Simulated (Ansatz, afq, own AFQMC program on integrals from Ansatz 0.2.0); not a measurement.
# GeNH (triplet): AFQMC on the coupled-cluster ladder at distance Ge1–N2 = 2.101 Å, cc-pVDZ

Aim: compute GeNH (triplet) with auxiliary-field quantum Monte Carlo on the same integrals as coupled cluster, and set the energies side by side.

Computed with Ansatz 0.2.0, Gaussian basis, and an in-house AFQMC program (afq) on its integrals; all values are calculated. Level: cc-pVDZ, frozen cores.

The runs, in order: PBE (unrestricted); r2SCAN (unrestricted); PBE0 (unrestricted); B3LYP (unrestricted); wB97M-V (unrestricted); B2PLYP (unrestricted); CCSD(T) on UHF; CCSDT(Q) on UHF; Phaseless AFQMC, CISD trial on UHF; Phaseless AFQMC, single-determinant trial on UHF; Free-projection AFQMC, CISD trial on UHF.

4 further runs of the same task are left out: 4 that didn't finish.

### Step 1. What is computed

The geometry derives from a PBE0/def2-TZVP stationary point (not a proven minimum). One bond is set to the value named and the two fragments are kept rigid. No spin-orbit coupling is included. The filled d shell of Ge may be among the frozen orbitals whatever the setting's name suggests; the logs give the count.

3 atoms, charge 0, spin multiplicity 3.

Atoms are counted from 1 here; the program's logs count them from 0.

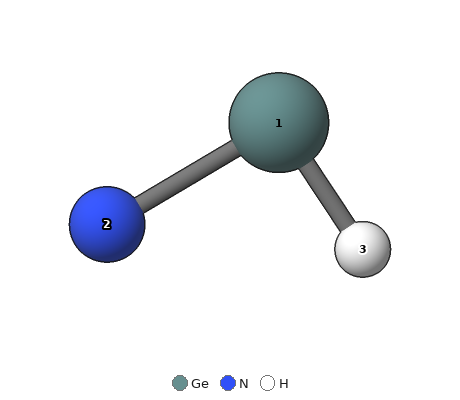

The structure; germanium teal, nitrogen blue, hydrogen white; atoms are numbered from 1 in the order of the file.

As a file:

```xyz
3
charge 0, multiplicity 3
Ge    0.0000   -0.0303    0.3339
N     0.0000    0.0447   -1.7657
H     0.0000    1.5650    0.4708
```

### Step 2. PBE (unrestricted)

Contents of in.yaml:

```yaml
crystal:
  periodic: [false, false, false]
  atoms:
    - {symbol: Ge, position_ang: [0.000000, -0.030338, 0.333939]}
    - {symbol: N, position_ang: [0.000000, 0.044721, -1.765720]}
    - {symbol: H, position_ang: [0.000000, 1.564955, 0.470843]}
basis:
  gaussian: {orbitals: cc-pVDZ}
magnetization: {spin_polarized: true, initial_magnetization: 2}
hamiltonian: {xc: {name: PBE}}
output: {orbitals: {seedname: orbitals}}
```

On the command line:

```console
ansatz run in.yaml --threads 1 --pin off --events-out ev --progress --plain --max-ram 1382MiB
```

The program printed:

```text
Functional definition: PBE
  name "PBE"
  cite "Perdew, Burke & Ernzerhof, Phys. Rev. Lett. 77, 3865 (1996) doi:10.1103/PhysRevLett.77.3865"
  parent pbe
  parameter kappa = 0.804
  parameter beta = 0.06672455060314922
  exchange = pbe_x(kappa = kappa, mu = beta*pi^2/3)
  correlation = pbe_c(beta = beta)
508 factors; integrals over basis functions are off by at most 1.1e-3 eV
mean field evaluation 1: about -58001.7435 eV, gradient 3.4e1 eV
mean field evaluation 2: about -57895.1013 eV, gradient 9.4e1 eV
mean field evaluation 4: about -58008.0071 eV, gradient 9.3e0 eV
mean field evaluation 8: about -58008.7506 eV, gradient 1.5e-1 eV
mean field evaluation 16: about -58008.7508 eV, gradient 4.9e-5 eV
mean field evaluation 32: about -58005.6783 eV, gradient 1.0e-2 eV
mean field evaluation 64: about -58007.6971 eV, gradient 5.1e0 eV
mean field -58008.75075056 eV, -2131.7822703398 hartree, gradient 1.2e-5 eV, S^2 2.008862; 8 other end points of the search recorded, 0 dependent functions left out
reference -58008.75077453 eV, -2131.7822712204 hartree; 21, 19 occupied and 25, 27 virtual orbitals, 508 factors
Total energy: -58008.75077453 eV, -2131.7822712204 hartree
```

It took 2 s on 1 thread of Intel Xeon 6975P-C (Granite Rapids), shared host.

From the report: ⟨S²⟩ of the determinant 2.009 (pure triplet: 2.00).

### Step 3. r2SCAN (unrestricted)

Edit in.yaml of step 2 so:

```diff
@@ -9,3 +9,2 @@
 magnetization: {spin_polarized: true, initial_magnetization: 2}
-hamiltonian: {xc: {name: PBE}}
-output: {orbitals: {seedname: orbitals}}
+hamiltonian: {xc: {name: r2SCAN}}
```

Same command.

The program printed (excerpt; [...] marks lines left out):

```text
Functional definition: r2SCAN
  name "r2SCAN"
  cite "Furness, Kaplan, Ning, Perdew & Sun, J. Phys. Chem. Lett. 11, 8208 (2020) doi:10.1021/acs.jpclett.0c02405"
  cite "Furness, Kaplan, Ning, Perdew & Sun, J. Phys. Chem. Lett. 11, 9248 (2020) doi:10.1021/acs.jpclett.0c03077"
  parent r2scan
[...]
508 factors; integrals over basis functions are off by at most 1.1e-3 eV
[...]
mean field -58017.92281410 eV, -2132.1193374578 hartree, gradient 8.8e-6 eV, S^2 2.021247; 5 other end points of the search recorded, 0 dependent functions left out
reference -58017.92282201 eV, -2132.1193377484 hartree; 21, 19 occupied and 25, 27 virtual orbitals, 508 factors
Total energy: -58017.92282201 eV, -2132.1193377484 hartree
```

It took 3.4 s on 1 thread of Intel Xeon 6975P-C (Granite Rapids), shared host.

From the report: ⟨S²⟩ of the determinant 2.021 (pure triplet: 2.00).

### Step 4. PBE0 (unrestricted)

Edit in.yaml of step 3 so:

```diff
@@ -9,2 +9,3 @@
 magnetization: {spin_polarized: true, initial_magnetization: 2}
-hamiltonian: {xc: {name: r2SCAN}}
+hamiltonian: {xc: {name: PBE0}}
+output: {orbitals: {seedname: orbitals}}
```

The command is unchanged.

The program printed (excerpt; [...] marks lines left out):

```text
Functional definition: PBE0
  name "PBE0"
  cite "Adamo & Barone, J. Chem. Phys. 110, 6158 (1999) doi:10.1063/1.478522"
  cite "Perdew, Burke & Ernzerhof, Phys. Rev. Lett. 77, 3865 (1996) doi:10.1103/PhysRevLett.77.3865"
  parent pbe
[...]
508 factors; integrals over basis functions are off by at most 1.1e-3 eV
[...]
mean field -58010.18794780 eV, -2131.8350863641 hartree, gradient 7.2e-6 eV, S^2 2.013800; 2 other end points of the search recorded, 0 dependent functions left out
reference -58010.18796564 eV, -2131.8350870197 hartree; 21, 19 occupied and 25, 27 virtual orbitals, 508 factors
Total energy: -58010.18796564 eV, -2131.8350870197 hartree
```

It took 1.4 s on 1 thread of Intel Xeon 6975P-C (Granite Rapids), shared host.

From the report: ⟨S²⟩ of the determinant 2.014 (pure triplet: 2.00).

### Step 5. B3LYP (unrestricted)

Edit in.yaml of step 4 so:

```diff
@@ -9,3 +9,2 @@
 magnetization: {spin_polarized: true, initial_magnetization: 2}
-hamiltonian: {xc: {name: PBE0}}
-output: {orbitals: {seedname: orbitals}}
+hamiltonian: {xc: {name: B3LYP}}
```

Same command.

The program printed (excerpt; [...] marks lines left out):

```text
Functional definition: B3LYP
  name "B3LYP"
  cite "Stephens, Devlin, Chabalowski & Frisch, J. Phys. Chem. 98, 11623 (1994) doi:10.1021/j100096a001"
  cite "Becke, Phys. Rev. A 38, 3098 (1988) doi:10.1103/PhysRevA.38.3098"
  cite "Lee, Yang & Parr, Phys. Rev. B 37, 785 (1988) doi:10.1103/PhysRevB.37.785"
  cite "Vosko, Wilk & Nusair, Can. J. Phys. 58, 1200 (1980) doi:10.1139/p80-159"
[...]
508 factors; integrals over basis functions are off by at most 1.1e-3 eV
[...]
mean field -58020.44713091 eV, -2132.2121043892 hartree, gradient 1.7e-5 eV, S^2 2.012318; 2 other end points of the search recorded, 0 dependent functions left out
reference -58020.44730134 eV, -2132.2121106527 hartree; 21, 19 occupied and 25, 27 virtual orbitals, 508 factors
Total energy: -58020.44730134 eV, -2132.2121106527 hartree
```

Run time: 1.2 s. Hardware: 1 thread of Intel Xeon 6975P-C (Granite Rapids), shared host.

From the report: ⟨S²⟩ of the determinant 2.012 (pure triplet: 2.00).

### Step 6. wB97M-V (unrestricted)

Edit in.yaml of step 5 so:

```diff
@@ -9,2 +9,3 @@
 magnetization: {spin_polarized: true, initial_magnetization: 2}
-hamiltonian: {xc: {name: B3LYP}}
+hamiltonian: {xc: {name: wB97M-V}}
+output: {orbitals: {seedname: orbitals}}
```

Same command.

The program printed (excerpt; [...] marks lines left out):

```text
Functional definition: wB97M-V
  name "wB97M-V"
  cite "Mardirossian & Head-Gordon, J. Chem. Phys. 144, 214110 (2016) doi:10.1063/1.4952647"
  cite "Becke, J. Chem. Phys. 107, 8554 (1997) doi:10.1063/1.475007"
  cite "Vydrov & Van Voorhis, J. Chem. Phys. 133, 244103 (2010) doi:10.1063/1.3521275"
  # Of w^i u^j: cxij and so on, Table III.
[...]
  gx(w, u) = 1 - cx + cx01*u + cx10*w
  gss(w, u) = css00 + css04*u^4 + css10*w + css20*w^2 + css43*w^4*u^3
  gos(w, u) = cos00 + cos10*w + (cos20 + cos21*u)*w^2 + (cos60 + cos61*u)*w^6
[...]
      + integral(e_c_pw_mod_opposite_spin*gos(b97_w_opposite, b97_u_opposite)) + vv10(b, c)
508 factors; integrals over basis functions are off by at most 1.1e-3 eV
132 factors; integrals over basis functions are off by at most 7.2e-6 eV
[...]
mean field -58015.40127720 eV, -2132.0266726857 hartree, gradient 1.6e-5 eV, S^2 2.019265; 2 other end points of the search recorded, 0 dependent functions left out
reference -58015.40130577 eV, -2132.0266737356 hartree; 21, 19 occupied and 25, 27 virtual orbitals, 508 factors
Total energy: -58015.40130577 eV, -2132.0266737356 hartree
```

Run time: 4.2 s. Hardware: 1 thread of Intel Xeon 6975P-C (Granite Rapids), shared host.

From the report: ⟨S²⟩ of the determinant 2.019 (pure triplet: 2.00).

### Step 7. B2PLYP (unrestricted)

Edit in.yaml of step 6 so:

```diff
@@ -9,3 +9,3 @@
 magnetization: {spin_polarized: true, initial_magnetization: 2}
-hamiltonian: {xc: {name: wB97M-V}}
-output: {orbitals: {seedname: orbitals}}
+hamiltonian: {xc: {name: B2PLYP}}
+correlation: {electrons: outside_noble_gas}
```

The command is unchanged.

The program printed (excerpt; [...] marks lines left out):

```text
Functional definition: B2PLYP
  name "B2PLYP"
  cite "Grimme, J. Chem. Phys. 124, 034108 (2006) doi:10.1063/1.2148954"
  cite "Becke, Phys. Rev. A 38, 3098 (1988) doi:10.1103/PhysRevA.38.3098"
  cite "Lee, Yang & Parr, Phys. Rev. B 37, 785 (1988) doi:10.1103/PhysRevB.37.785"
[...]
508 factors; integrals over basis functions are off by at most 1.1e-3 eV
[...]
mean field -58004.69831801 eV, -2131.6333461901 hartree, gradient 8.1e-6 eV, S^2 2.024059; 6 other end points of the search recorded, 0 dependent functions left out
15 core orbitals not correlated: weight in the atoms' cores, before any rotation towards them, 0.999 or more for the frozen orbitals, at most 0.001 for the correlated occupied ones
reference -58004.69842670 eV, -2131.6333501847 hartree; 6, 4 occupied and 25, 27 virtual orbitals, 508 factors
second order -6.01786866 eV of doubles, -0.00000000 eV of singles
Total energy: -58006.32325124 eV, -2131.6930613851 hartree
```

Wall time 2.4 s (1 thread of Intel Xeon 6975P-C (Granite Rapids), shared host).

From the report: ⟨S²⟩ of the determinant 2.024 (pure triplet: 2.00).

### Step 8. CCSD(T) on UHF

Edit in.yaml of step 7 so:

```diff
@@ -9,3 +9,2 @@
 magnetization: {spin_polarized: true, initial_magnetization: 2}
-hamiltonian: {xc: {name: B2PLYP}}
-correlation: {electrons: outside_noble_gas}
+correlation: {method: ccsd_t, electrons: outside_noble_gas, hamiltonian_folder: ham}
```

Launched as before.

The program printed (excerpt; [...] marks lines left out):

```text
Functional definition: HF
  name "HF"
  cite "Fock, Z. Phys. 61, 126 (1930) doi:10.1007/BF01340294"
  parent pbe
[...]
508 factors; integrals over basis functions are off by at most 1.1e-3 eV
[...]
mean field -57967.38223855 eV, -2130.2620055639 hartree, gradient 2.1e-6 eV, S^2 2.262957; 19 other end points of the search recorded, 0 dependent functions left out
determinant -57967.38223855 eV, -2130.2620055639 hartree, with singles and doubles -57973.01991608 eV, -2130.4691863917 hartree
determinant -57967.05807019 eV, -2130.2500925962 hartree, with singles and doubles -57972.43404879 eV, -2130.4476561659 hartree
determinant -57965.79647371 eV, -2130.2037297808 hartree, with singles and doubles -57971.92381783 eV, -2130.4289055240 hartree
determinant -57965.77087843 eV, -2130.2027891716 hartree, with singles and doubles -57972.14745033 eV, -2130.4371238668 hartree
[...]
determinant -57964.78932875 eV, -2130.1667178861 hartree, with singles and doubles -57970.18187674 eV, -2130.3648903697 hartree
determinant -57967.36331264 eV, -2130.2613100495 hartree, with singles and doubles -57973.04873004 eV, -2130.4702452853 hartree
determinant -57967.38223855 eV, -2130.2620055639 hartree, with singles and doubles -57973.04760574 eV, -2130.4702039678 hartree
determinant -57967.36331264 eV, -2130.2613100495 hartree, with singles and doubles -57973.05246916 eV, -2130.4703826954 hartree
15 core orbitals not correlated: weight in the atoms' cores, before any rotation towards them, 0.999 or more for the frozen orbitals, at most 0.001 for the correlated occupied ones
reference -57967.36331264 eV, -2130.2613100495 hartree; 6, 4 occupied and 25, 27 virtual orbitals, 508 factors
second order -4.60588159 eV of doubles, -0.00000000 eV of singles
cycle   1  -5.68915717 eV  change   -6.5e-7 eV  update   4.7e-6
perturbative correction -0.15252610 eV, -0.0056052308 hartree
Total energy: -57973.20499592 eV, -2130.4759879502 hartree
```

Wall time 7.5 s (1 thread of Intel Xeon 6975P-C (Granite Rapids), shared host).

From the report: ⟨S²⟩ of the determinant 2.080 (pure triplet: 2.00); correlation -5.8417 eV; T1 0.031; largest double amplitude 0.06.

This run also writes the integrals to the folder ham.

(Part 1 of 2 ends here.)
